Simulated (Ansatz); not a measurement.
Input

```
crystal:
  lattice:
    - [7.1321631209, 0.0, 0.0]
    - [0.0, 7.1321631209, 0.0]
    - [0.0, 0.0, 7.1321631209]
  atoms:
    - { symbol: Li, position: [0.0, 0.0, 0.0] }
    - { symbol: Mg, position: [0.5, 0.5, 0.1982043832] }
    - { symbol: Mg, position: [0.5, 0.5, 0.8017956168] }
    - { symbol: Mg, position: [0.1982043832, 0.5, 0.5] }
    - { symbol: Mg, position: [0.8017956168, 0.5, 0.5] }
    - { symbol: Mg, position: [0.5, 0.1982043832, 0.5] }
    - { symbol: Mg, position: [0.5, 0.8017956168, 0.5] }
basis:
  ecutwfc: 420
kpoints:
  mp_grid: { grid: [6, 6, 6] }
  band_path:
    path:
      - [[0.0, 0.0, 0.0], [0.0, 0.5, 0.0], [0.5, 0.5, 0.0], [0.0, 0.0, 0.0], [0.5, 0.5, 0.5], [0.0, 0.5, 0.0]]
      - [[0.5, 0.5, 0.5], [0.5, 0.5, 0.0]]
    npoints: 14
hamiltonian:
  xc: pbe
scf:
  occupations: { method: gaussian, width: 0.1 }
  n_extra_bands: 17
output:
  forces: true
  stress: true
  eigenvalues: true
  populations: true
  dos: { projected: true, de: 0.02, nscf_kmesh: { grid: [8, 8, 8] } }
  bader: true
  write_density: true
  write_potential: true
  elf: true
  volumetric_format: npy
```

Launched as:

```sh
ansatz run input.yaml --threads 1 --pin off --max-ram 2048MiB --backend cpu --events-out ev --progress --plain --runs-dir out
```

Below, planes, directions and counts refer to the conventional cell (a = 7.13 Å, b = 7.13 Å, c = 7.13 Å, α = 90.00°, β = 90.00°, γ = 90.00°).

Space group Pm-3m; a structure generated by program, which may or may not match a known phase; computed without spin polarisation.

All numbers below come from DFT PBE, scalar-relativistic, plane waves, PAW (Ansatz).

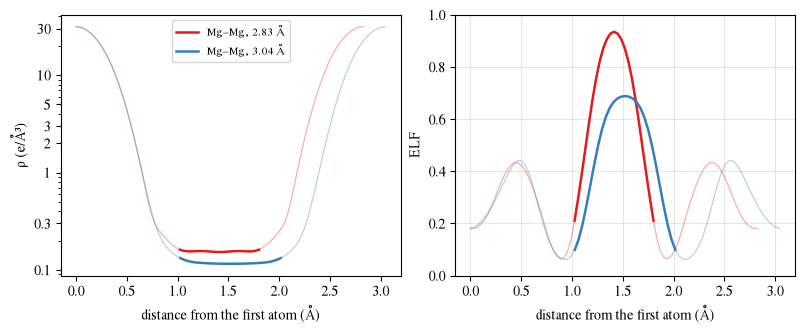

LiMg₆. Valence charge density (pseudo) and ELF along straight lines between neighbouring atoms. Thin, pale parts lie inside the atomic spheres.

In a PAW calculation such maps are meaningful between the atoms, not at the nuclei.

Compare the contacts.

Mg–Mg (2.83 Å): the density is about 0.15 e/Å³ at the midpoint; the ELF peaks at about 0.95 between the atoms.
Mg–Mg (3.04 Å): the density is about 0.12 e/Å³ at the midpoint; the ELF peaks at about 0.70 between the atoms.
